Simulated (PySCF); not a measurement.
Single-point calculation of GeP

The run: single-point calculation of GeP, multiplicity 2. Method and program: UHF/6-31g*, stability (PySCF 2.14.0).

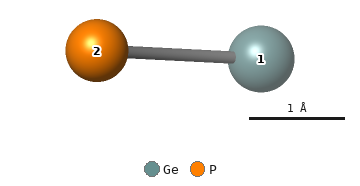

Fig. 1: The structure (ball-and-stick view, seen at a tilt; atoms are numbered from 1 in the order of the input). Sticks mark near contacts. Bond lengths as drawn: Ge–P 2.00 Å.

### Summary

```json
{"quantity": "outcome", "value": "converged"}
{"quantity": "SCF energy", "value": "−2415.730738 hartree"}
{"quantity": "⟨S²⟩", "value": "0.782"}
{"quantity": "stability analysis", "value": "internal: unstable; real -> complex: unstable; UHF/UKS -> GHF/GKS: unstable"}
{"quantity": "dipole moment", "value": "1.96 D"}
{"quantity": "hardware", "value": "1 CPU thread, shared host"}
{"quantity": "wall time", "value": "1.7 s"}
```

### The input
```python
from pyscf import gto, scf

mol = gto.M(
    atom='Ge 0 0 0; P 0 0 2.002',
    basis='6-31g*',
    charge=0,
    spin=1,
    verbose=4,
)
mf = scf.UHF(mol)
mf.kernel()
mf.stability(internal=True, external=True)
mf.dip_moment()
print('orbital energies (hartree):', [e[max(0, n-3):n+3].round(4) for e, n in zip(mf.mo_energy, mol.nelec)])
```

Command:
```bash
OMP_NUM_THREADS=1 python input.py
```

### Log
```
PySCF version 2.14.0

[INPUT] verbose = 4
[INPUT] num. atoms = 2
[INPUT] num. electrons = 47
[INPUT] charge = 0
[INPUT] spin (= nelec alpha-beta = 2S) = 1
[INPUT] symmetry False subgroup None
[INPUT] Mole.unit = angstrom
[INPUT] Symbol           X                Y                Z      unit          X                Y                Z       unit  Magmom
[INPUT]  1 Ge     0.000000000000   0.000000000000   0.000000000000 AA    0.000000000000   0.000000000000   0.000000000000 Bohr   0.0
[INPUT]  2 P      0.000000000000   0.000000000000   2.002000000000 AA    0.000000000000   0.000000000000   3.783231701379 Bohr   0.0

nuclear repulsion = 126.875654965834
number of shells = 20
number of NR pGTOs = 146
number of NR cGTOs = 50
basis = 6-31g*
ecp = {}

******** <class 'pyscf.scf.uhf.UHF'> ********
method = UHF
initial guess = minao
damping factor = 0
level_shift factor = 0
DIIS = <class 'pyscf.scf.diis.CDIIS'>
diis_start_cycle = 1
diis_space = 8
diis_damp = 0
SCF conv_tol = 1e-09
SCF conv_tol_grad = None
SCF max_cycles = 50
direct_scf = True
direct_scf_tol = 1e-13
number electrons alpha = 24  beta = 23
Set gradient conv threshold to 3.16228e-05
init E= -2415.18324029519
  alpha nocc = 24  HOMO = -0.201401687236956  LUMO = -0.00428443577543264
  beta  nocc = 23  HOMO = -0.244810158606636  LUMO = -0.201401687236956

WARN: HOMO -0.201401687236956 >= LUMO -0.201401687236956

cycle= 1 E= -2415.6847114331  delta_E= -0.501  |g|= 0.22  |ddm|= 1.26
  alpha nocc = 24  HOMO = -0.320730342814843  LUMO = 0.0284623517148864
  beta  nocc = 23  HOMO = -0.307394241342543  LUMO = -0.0787335752270701
  HOMO = -0.307394241343  LUMO = -0.0787335752271  gap/eV = 6.22217
cycle= 2 E= -2415.69572061461  delta_E= -0.011  |g|= 0.222  |ddm|= 0.608
  alpha nocc = 24  HOMO = -0.335092841688416  LUMO = 0.0382301636011037
  beta  nocc = 23  HOMO = -0.32372764984861  LUMO = -0.0682177390871535
  HOMO = -0.323727649849  LUMO = -0.0682177390872  gap/eV = 6.95278
cycle= 3 E= -2415.72947815207  delta_E= -0.0338  |g|= 0.0272  |ddm|= 0.28
  alpha nocc = 24  HOMO = -0.328687654046824  LUMO = 0.0458524285926314
  beta  nocc = 23  HOMO = -0.320653891581417  LUMO = -0.0487509015053487
  HOMO = -0.320653891581  LUMO = -0.0487509015053  gap/eV = 7.39886
cycle= 4 E= -2415.73071281559  delta_E= -0.00123  |g|= 0.00767  |ddm|= 0.0945
  alpha nocc = 24  HOMO = -0.330364118182698  LUMO = 0.0432376510945939
  beta  nocc = 23  HOMO = -0.323285932225163  LUMO = -0.0491902464606575
  HOMO = -0.323285932225  LUMO = -0.0491902464607  gap/eV = 7.45852
cycle= 5 E= -2415.73079621766  delta_E= -8.34e-05  |g|= 0.00226  |ddm|= 0.0236
  alpha nocc = 24  HOMO = -0.329717369627555  LUMO = 0.0431081820278605
  beta  nocc = 23  HOMO = -0.322668544669743  LUMO = -0.0486076190763511
  HOMO = -0.32266854467  LUMO = -0.0486076190764  gap/eV = 7.45758
cycle= 6 E= -2415.7308101294  delta_E= -1.39e-05  |g|= 0.00158  |ddm|= 0.00683
  alpha nocc = 24  HOMO = -0.329930588352222  LUMO = 0.0430563531648679
  beta  nocc = 23  HOMO = -0.322701726439343  LUMO = -0.0485616947059317
  HOMO = -0.322701726439  LUMO = -0.0485616947059  gap/eV = 7.45973
cycle= 7 E= -2415.73081962224  delta_E= -9.49e-06  |g|= 0.00154  |ddm|= 0.00389
  alpha nocc = 24  HOMO = -0.329996978180619  LUMO = 0.0430454037361116
  beta  nocc = 23  HOMO = -0.322649379078912  LUMO = -0.0485342339479109
  HOMO = -0.322649379079  LUMO = -0.0485342339479  gap/eV = 7.45905
cycle= 8 E= -2415.73082499166  delta_E= -5.37e-06  |g|= 0.00158  |ddm|= 0.00208
  alpha nocc = 24  HOMO = -0.329139117321495  LUMO = 0.0431779941092199
  beta  nocc = 23  HOMO = -0.323516610766554  LUMO = -0.0486801644372772
  HOMO = -0.323516610767  LUMO = -0.0486801644373  gap/eV = 7.47868
cycle= 9 E= -2415.73076530779  delta_E= 5.97e-05  |g|= 0.00106  |ddm|= 0.0281
  alpha nocc = 24  HOMO = -0.328233060561448  LUMO = 0.0433693411731172
  beta  nocc = 23  HOMO = -0.324208150967963  LUMO = -0.048613244924367
  HOMO = -0.324208150968  LUMO = -0.0486132449244  gap/eV = 7.49932
cycle= 10 E= -2415.73073989527  delta_E= 2.54e-05  |g|= 0.000616  |ddm|= 0.0241
  alpha nocc = 24  HOMO = -0.327893835361439  LUMO = 0.0433702839451316
  beta  nocc = 23  HOMO = -0.324635654254043  LUMO = -0.0486629994400025
  HOMO = -0.324635654254  LUMO = -0.04866299944  gap/eV = 7.50960
cycle= 11 E= -2415.7307377961  delta_E= 2.1e-06  |g|= 0.000288  |ddm|= 0.0108
  alpha nocc = 24  HOMO = -0.327830612836229  LUMO = 0.0434221455239489
  beta  nocc = 23  HOMO = -0.324816427318558  LUMO = -0.04864349356779
  HOMO = -0.324816427319  LUMO = -0.0486434935678  gap/eV = 7.51505
cycle= 12 E= -2415.73073782512  delta_E= -2.9e-08  |g|= 0.000146  |ddm|= 0.00406
  alpha nocc = 24  HOMO = -0.327803330929301  LUMO = 0.0434284136959057
  beta  nocc = 23  HOMO = -0.324834196595724  LUMO = -0.0486318839179605
  HOMO = -0.324834196596  LUMO = -0.048631883918  gap/eV = 7.51585
cycle= 13 E= -2415.73073787462  delta_E= -4.95e-08  |g|= 9e-05  |ddm|= 0.000813
  alpha nocc = 24  HOMO = -0.327799198511104  LUMO = 0.0434257018649436
  beta  nocc = 23  HOMO = -0.324858328466805  LUMO = -0.048629571849836
  HOMO = -0.324858328467  LUMO = -0.0486295718498  gap/eV = 7.51657
cycle= 14 E= -2415.73073789552  delta_E= -2.09e-08  |g|= 2.61e-05  |ddm|= 0.000708
  alpha nocc = 24  HOMO = -0.327796219228827  LUMO = 0.0434247565861658
  beta  nocc = 23  HOMO = -0.324854126843466  LUMO = -0.048624920892999
  HOMO = -0.324854126843  LUMO = -0.048624920893  gap/eV = 7.51658
cycle= 15 E= -2415.73073789856  delta_E= -3.04e-09  |g|= 7.11e-06  |ddm|= 0.000189
  alpha nocc = 24  HOMO = -0.327801041812476  LUMO = 0.0434240370789136
  beta  nocc = 23  HOMO = -0.324856422703517  LUMO = -0.0486267360243362
  HOMO = -0.324856422704  LUMO = -0.0486267360243  gap/eV = 7.51659
cycle= 16 E= -2415.73073789873  delta_E= -1.77e-10  |g|= 1.39e-06  |ddm|= 5.31e-05
  alpha nocc = 24  HOMO = -0.327800630440944  LUMO = 0.0434241419540243
  beta  nocc = 23  HOMO = -0.324856060231948  LUMO = -0.0486266536288058
  HOMO = -0.324856060232  LUMO = -0.0486266536288  gap/eV = 7.51659
```

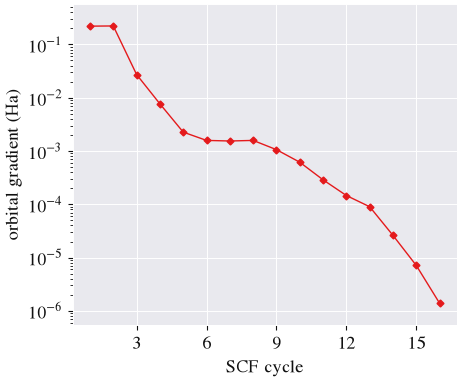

Fig. 2: Convergence of the self-consistent field: orbital gradient against the SCF cycle. The residual falls almost steadily, with no more than small rises.

```
Extra cycle  E= -2415.73073789873  delta_E= 9.09e-13  |g|= 8.75e-07  |ddm|= 4.55e-06
converged SCF energy = -2415.73073789873  <S^2> = 0.7818675  2S+1 = 2.0316176
uhf_internal: lowest eigs of H = [-0.05099999 -0.04029094 -0.04028579]
<class 'pyscf.scf.uhf.UHF'> wavefunction has an internal instability
uhf_real2complex: lowest eigs of H = [-0.00164272 -0.0016419   0.060431  ]
<class 'pyscf.scf.uhf.UHF'> wavefunction has an real -> complex instability
uhf_external: lowest eigs of H = [-0.0308449  -0.03081644 -0.02494929]
<class 'pyscf.scf.uhf.UHF'> wavefunction has an UHF/UKS -> GHF/GKS instability
Dipole moment(X, Y, Z, Debye): -0.00000,  0.00000, -1.96210
orbital energies (hartree): [array([-0.3971, -0.3278, -0.3278,  0.0295,  0.0295,  0.138 ]), array([-0.4733, -0.3249, -0.3249, -0.0486,  0.0434,  0.0434])]
```
